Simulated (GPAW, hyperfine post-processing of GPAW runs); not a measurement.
# 25Mg NMR of paramagnetic MgVBr2O

Wanted: contact shifts and dipolar anisotropies of 25Mg, 17O and 81Br in paramagnetic MgVBr2O at 340 K.

Program: GPAW 26.7.0. Level of theory: DFT, revPBE+U, plane-wave PAW, GPAW setups, collinear spin, scalar-relativistic. Results are calculated unless marked as measured.

**1. The structure**

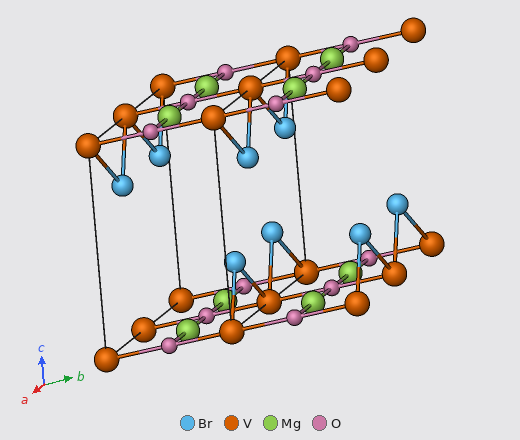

Start, viewed slightly off an axis; bromine blue, vanadium orange, magnesium green, oxygen pink. 1×2×1 cells are drawn. Some periodic images of atoms are drawn too.

Structure file:

```xyz
10
Lattice="7.9579 0.0000 0.0000 0.0003 4.3445 0.0000 1.9635 2.1293 7.1771" Properties=species:S:1:pos:R:3 pbc="T T T"
Br    1.9903    4.3445    1.8277
Br    5.9692    4.3445    1.8277
Br    3.9525    2.1293    5.3495
Br    7.9315    2.1293    5.3495
V     0.0000    0.0000    0.0000
V     3.9790    0.0000    0.0000
Mg    1.9896    2.1722    0.0000
Mg    5.9686    2.1722    0.0000
O     0.0002    2.1722    0.0000
O     3.9791    2.1722    0.0000
```

The cell is a computed entry of the Materials Project; it need not be the form that is stable at ambient conditions. The run's cell holds 10 atoms, a multiple of the primitive cell, so that one ion can be reversed against another. The atoms stand as given; the largest force on them is 0.14 eV/Å.

**2. All moments parallel**

With all V moments parallel, the spin density at each nucleus is that of the fully magnetised paramagnet. A Hubbard U holds the open shell closer to the ion than the plain functional does, which changes how much spin reaches the ligands. GPAW's U acts on normalised projectors, so its value can't be carried over from other programs one to one.

Contents of scf.py:

```python
import json
from ase import Atoms
from ase.parallel import parprint
from gpaw import GPAW, PW, FermiDirac, MixerDif

atoms = Atoms(['Br', 'Br', 'Br', 'Br', 'V', 'V', 'Mg', 'Mg', 'O', 'O'],
              cell=[[7.957939, 0.0, 0.0], [0.00032, 4.344478, 0.0], [1.963513, 2.129333, 7.17713]],
              scaled_positions=[[0.187232, 0.875201, 0.25465], [0.687232, 0.875201, 0.25465], [0.312768, 0.124799, 0.74535], [0.812768, 0.124799, 0.74535], [0.0, 0.0, 0.0], [0.5, 0.0, 0.0], [0.25, 0.5, 0.0], [0.75, 0.5, 0.0], [0.0, 0.5, 0.0], [0.5, 0.5, 0.0]],
              magmoms=[0.0, 0.0, 0.0, 0.0, 3.0, 3.0, 0.0, 0.0, 0.0, 0.0], pbc=True)
atoms.calc = GPAW(mode=PW(500), xc='revPBE', kpts={'size': (3, 5, 3), 'gamma': True}, spinpol=True, setups={'V': ':d,3.2'},
                  occupations=FermiDirac(0.02, fixmagmom=True), mixer=MixerDif(0.12, 6, 30),
                  convergence={'density': 1e-5}, maxiter=150, symmetry={'tolerance': 1e-4},
                  legacy_gpaw=True, txt='scf.txt')
parprint('energy', atoms.get_potential_energy())
parprint('moment', atoms.get_magnetic_moment())
parprint('moments', json.dumps(atoms.get_magnetic_moments().round(4).tolist()))
parprint('fermi', json.dumps(list(map(float, atoms.calc.get_fermi_levels()))))
levels = [[e - f for k in range(len(atoms.calc.get_ibz_k_points())) for e in atoms.calc.get_eigenvalues(k, s)] for s, f in enumerate(atoms.calc.get_fermi_levels())]
parprint('gap', min(min(e for e in x if e > 0) + f for x, f in zip(levels, atoms.calc.get_fermi_levels())) - max(max(e for e in x if e <= 0) + f for x, f in zip(levels, atoms.calc.get_fermi_levels())))
parprint('positions', json.dumps(atoms.get_scaled_positions(wrap=False).round(6).tolist()))
parprint('forces', json.dumps(atoms.get_forces().round(4).tolist()))
atoms.calc.write('gs.gpw')
```

A second script reads the saved density on one core and turns GPAW's hyperfine parameters into fields at the nuclei:

Contents of contact.py:

```python
import numpy as np
from ase import units
from gpaw import GPAW
from gpaw.hyperfine import G_FACTOR_E, alpha, hyperfine_parameters, paw_correction
from gpaw.utilities import unpack_density

calc = GPAW('gs.gpw', legacy_gpaw=True, txt=None)
tesla = units._e / units._hplanck / 7.6225932e6 / 2  # eV per unit g_N to the field at the nucleus
unit = np.pi * alpha**2 * G_FACTOR_E * units._me / units._mp * units.Ha
valence = hyperfine_parameters(calc, exclude_core=True)
print('atom     contact field (T): all, valence')
for a, s in enumerate(calc.get_atoms().symbols):
    args = unpack_density(calc.density.D_asp[a]), calc.wfs.setups[a], calc.hamiltonian.xc
    try:  # the response of the frozen core, atom by atom
        core = (paw_correction(*args, False) - paw_correction(*args, True)) * unit
    except AssertionError:
        core = np.full((3, 3), np.nan)
    print(f'{a + 1:3d} {s:2s} {np.trace(valence[a] + core) / 3 * tesla:11.5f} {np.trace(valence[a]) / 3 * tesla:11.5f}')
```

The run is started by

```console
> OMP_NUM_THREADS=1 mpirun -n 4 gpaw python scf.py > gpaw.log
> python contact.py
```

Numbers of over 12 decimals in the logs are rounded to 6 here.

Output:

```text
[a pick of lines from scf.txt and the scripts' output, long numbers rounded; set-up, eigenvalues, and the printed gap, site moments, positions and forces are left out]
Symmetries present (total): 2
45 k-points: 3 x 5 x 3 Monkhorst-Pack grid
23 k-points in the irreducible part of the Brillouin zone
  Cutoff energy: 500.000 eV
Occupation numbers: Fixed magnetic moment: 6.000
  width: 0.0200  # eV
XC parameters: revPBE with 2 nearest neighbor stencil
Number of bands in calculation: 60
Number of valence electrons: 86
iter:   1 01:50:19   -47.335338                   +6.0058
iter:   2 01:50:26   -46.399422   -0.33  -1.20    +6.0017
iter:   3 01:50:33   -45.402926   -0.43  -1.30    +6.0003
[... 14 further iterations ...]
iter:  18 01:52:20   -46.136527c  -7.22  -4.65    +6.0000
iter:  19 01:52:28   -46.136527c  -8.09c -4.93    +6.0000
iter:  20 01:52:35   -46.136527c  -8.34c -5.21c   +6.0000
Converged after 20 iterations.
Total magnetic moment: (0.000000, 0.000000, 6.000000)
Local magnetic moments:
Free energy:    -46.136527
Extrapolated:   -46.136527
Fermi levels: 3.15603, 4.09726
energy -46.136527
moment 6.000000
fermi [3.156032, 4.097259]
atom     contact field (T): all, valence
  1 Br     1.15171     1.12658
  2 Br     1.15171     1.12658
  3 Br     1.15171     1.12658
  4 Br     1.15171     1.12658
  5 V    -27.57489    16.22462
  6 V    -27.57489    16.22462
  7 Mg    -0.80804    -0.76460
  8 Mg    -0.80804    -0.76460
  9 O     -0.23468     0.35464
 10 O     -0.23468     0.35464
```

Elapsed: 2.6 min, on 4 MPI ranks of Arm Neoverse V1, shared host.

The cell holds 6.00 μB on 2 V, so S = 1.50. The total moment is held at that value. The contact field is B = (2μ₀/3) μB ρ_s, 7.769 T for 1 e/Å³, and A_iso = γB/(2πS) sums over all ions. The valence part leaves out the polarisation of the frozen cores, which GPAW adds afterwards by solving for the core states in the spin-dependent potential:

```
site  atom  atoms in cell                    links to V  field (T)  valence part (T)  A_iso (MHz)
  Mg     7              2  4 V through links of 90° (4)     -0.808            -0.765         1.41
   O     9              2       bonded to 2 V at 2.17 Å     -0.235             0.355        0.903
  Br     1              4       bonded to 2 V at 2.70 Å       1.15              1.13         8.86
```

**3. One ion reversed at a time**

Above the ordering point the moments are not free: their couplings set the Weiss constant, which scales every shift. Reversing one ion measures these couplings, and shows at once how much of each shift that ion sends.

Edit scf.py of step 2 so:

```diff
@@ -8,3 +8,3 @@
               scaled_positions=[[0.187232, 0.875201, 0.25465], [0.687232, 0.875201, 0.25465], [0.312768, 0.124799, 0.74535], [0.812768, 0.124799, 0.74535], [0.0, 0.0, 0.0], [0.5, 0.0, 0.0], [0.25, 0.5, 0.0], [0.75, 0.5, 0.0], [0.0, 0.5, 0.0], [0.5, 0.5, 0.0]],
-              magmoms=[0.0, 0.0, 0.0, 0.0, 3.0, 3.0, 0.0, 0.0, 0.0, 0.0], pbc=True)
+              magmoms=[0.0, 0.0, 0.0, 0.0, -3.0, 3.0, 0.0, 0.0, 0.0, 0.0], pbc=True)
 atoms.calc = GPAW(mode=PW(500), xc='revPBE', kpts={'size': (3, 5, 3), 'gamma': True}, spinpol=True, setups={'V': ':d,3.2'},
```

Output:

```text
[a pick of lines from scf.txt and the scripts' output, long numbers rounded; set-up, eigenvalues, and the printed gap, site moments, positions and forces are left out]
Symmetries present (total): 2
45 k-points: 3 x 5 x 3 Monkhorst-Pack grid
23 k-points in the irreducible part of the Brillouin zone
  Cutoff energy: 500.000 eV
Occupation numbers: Fixed magnetic moment: 0.000
  width: 0.0200  # eV
XC parameters: revPBE with 2 nearest neighbor stencil
Number of bands in calculation: 56
Number of valence electrons: 86
iter:   1 01:52:55   -47.237534                   +0.0000
iter:   2 01:53:02   -46.401031   -0.26  -1.20    -0.0000
iter:   3 01:53:09   -45.377579   -0.25  -1.30    -0.0000
[... 14 further iterations ...]
iter:  18 01:54:52   -46.122332c  -6.56  -4.64    +0.0000
iter:  19 01:54:59   -46.122332c  -7.70c -4.85    +0.0000
iter:  20 01:55:05   -46.122332c  -7.96c -5.03c   +0.0000
Converged after 20 iterations.
Total magnetic moment: (0.000000, 0.000000, 0.000000)
Local magnetic moments:
Free energy:    -46.122332
Extrapolated:   -46.122332
Fermi levels: 3.24605, 3.24605
energy -46.122332
moment 3.992584027780452e-15
fermi [3.246048, 3.246048]
atom     contact field (T): all, valence
  1 Br    -0.02080    -0.02026
  2 Br     0.02081     0.02026
  3 Br     0.02081     0.02026
[...]
9 O      0.38490    -0.21279
 10 O     -0.38491     0.21279
```

Run time: 2.5 min. Hardware: 4 MPI ranks; 9.9 min of CPU time.

The parallel state has -46.1365 eV at zero smearing. Each flip reverses one ion with all its periodic images. It gives an energy and, by half the change of the contact field, the share of that set of ions in each shift at 340 K (ppm; atoms of one site can get unlike shares):

```
atom reversed  energy (eV)  change (meV)     Mg            O           Br
           V5     -46.1223          14.2  -1330  -1020 / 247  1860 / 1930
```

In mean-field theory Θ = ΔE (S + 1) / (6 S k_B): Θ = 46 K. Couplings between an ion and its own images are missing, and in this cell images lie no farther than 1.2 times the shortest distance between magnetic ions, so couplings that may matter are lost and this Θ is not relied on. Θ = 0 is used for the shifts.

**4. Cost against result**

Spin transfer to the ligands hangs on how far the functional delocalises the open shell, so other levels show how much the fields depend on it.

Contact fields (T) with all moments parallel; times on 4 MPI ranks of Arm Neoverse V1, shared host. The cutoff is 500 eV where none is named; the moment is held in each run.

```
                     level  moment (μB)     time      Mg       O      Br
        revPBE +U V 3.2 eV         6.00  2.6 min  -0.808  -0.235    1.15
                    revPBE         6.00  2.6 min  -0.463  -0.239    1.46
        revPBE +U V 1.9 eV         6.00  2.6 min  -0.723  -0.245    1.23
        revPBE +U V 4.5 eV         6.00  2.6 min  -0.845  -0.217    1.11
           LDA +U V 3.2 eV         6.00  2.6 min  -0.701   -1.28  -0.209
revPBE +U V 3.2 eV, 650 eV         6.00    4 min  -0.807  -0.266    1.16
```

**5. From fields to shifts**

The shift is δ = B · g μB (S + 1) / (3 k_B (T − Θ)) with g = 2; at 340 K and Θ = 0 K one tesla gives 3293 ppm. The anisotropy is a sum over point dipoles on the V ions, scaled alike; on atoms bound to V, spin in their own p shell adds an anisotropy that this leaves out.

```
site  nucleus  δ_iso (ppm)  with the calculated Θ  reduced anisotropy (ppm)  asymmetry
  Mg     25Mg        -2660                  -3070                     -1480       0.22
   O      17O         -773                   -893                      3510       0.21
  Br     81Br         3790                   4380                      -770       0.24
```

The reduced anisotropy is δ_zz − δ_iso, with zz the principal value farthest from δ_iso. The Weiss constant adds its own doubt: exchange couplings from semilocal functionals with a U can miss even their sign, and a Θ lower by 100 K would lower every shift by 23 %.

17O MAS at 7.05 T (40.7 MHz), 40 kHz, 340 K; contact and dipolar shift alone, no orbital or quadrupolar part; lines under 1.5 % of the strongest are left out. Lines of the NMR spectrum (strongest = 100):

```
position (ppm)     label  intensity
       -3720.5      O -3        4.9
       -2737.9      O -2         32
       -1755.3      O -1        100
        -772.7  O centre         56
         209.9      O +1         28
        1192.5      O +2         42
        2175.1      O +3         15
        3157.7      O +4        5.2
```

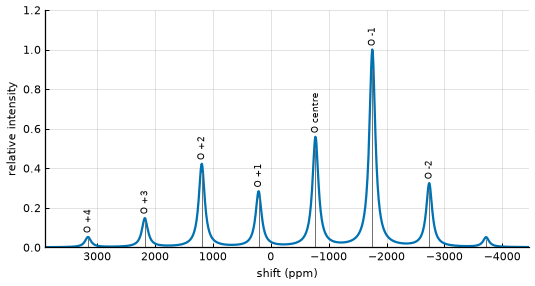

The NMR spectrum, broadened with Lorentzians of width 123 ppm; bars mark the lines.

81Br MAS at 7.05 T (81.3 MHz), 40 kHz, 340 K; contact and dipolar shift alone, no orbital or quadrupolar part; lines under 1.5 % of the strongest are left out. Lines of the NMR spectrum (strongest = 100):

```
position (ppm)      label  intensity
        2808.8      Br -2        5.3
        3300.5      Br -1         15
        3792.3  Br centre        100
        4284.0      Br +1         23
        4775.7      Br +2        1.7
```

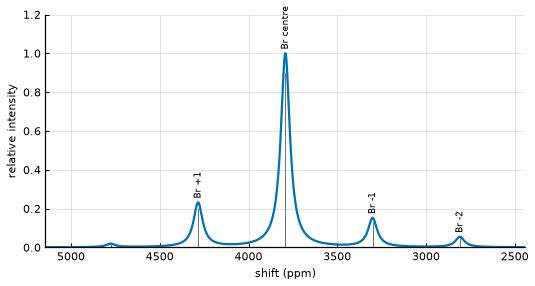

The NMR spectrum, broadened with Lorentzians of width 61 ppm; bars mark the lines.

**6. Summary of results**

- spin of V: 1.50
- Weiss constant, mean field (rough, not used): 46 K
- 25Mg contact shift at 340 K, Θ = 0 K: -2660 ppm
- 17O contact shift at 340 K, Θ = 0 K: -773 ppm
- 81Br contact shift at 340 K, Θ = 0 K: 3790 ppm

**Reading.** At 340 K the V moments shift 25Mg on Mg by -2660 ppm, 17O on O by -773 ppm and 81Br on Br by 3790 ppm, scaled with a pure Curie law. No measured Weiss constant is at hand, and the one from single flips is too rough to scale with, so the shifts are given for a pure Curie law; each 30 K of Θ would move them by about 9 %. The calculated Θ of 46 K would multiply them by 1.16. Over the levels shown, the field at Mg runs from -0.845 T (revPBE +U V 4.5 eV) to -0.463 T (revPBE); among the sites in the table it changes sign at Br. On Br the levels differ even in sign, so neither size nor sign of that shift is settled. The shift of Mg is negative: the spin density at the nucleus is opposite to the V moments, the mark of spin polarisation outweighing delocalisation. All this holds only well above the ordering temperature and the strongest exchange, neither of which is computed. The orbital (chemical) shift and the pseudocontact shift from g anisotropy are not included. GPAW's core response is not screened by the valence electrons and can be too large by up to a factor of two, so sites where total and valence fields differ much are unsure by that part. For anions bound to the magnetic ion the point-dipole anisotropy lacks the spin in their own p orbitals, and their lines are broad and relax fast. On O total and valence fields differ by over a quarter of the total (by up to 2.5 times the total); that core part hangs on the functional and on the program's treatment of the cores, and where it exceeds the total neither size nor sign of the shift is settled. The dipole sum is for a spherical crystallite; bulk susceptibility, which broadens real lines, and quadrupolar couplings are left out.

[Logs are printed without paths, hosts, clocks, repeated set-up lines and the standing remarks that a program may print on its own settings, such as how far it seeks lower states.]

[Hosts, paths, dates, database ids (printed as entryN), source tags and the programs' standing remarks are cut or masked in the printed files.]
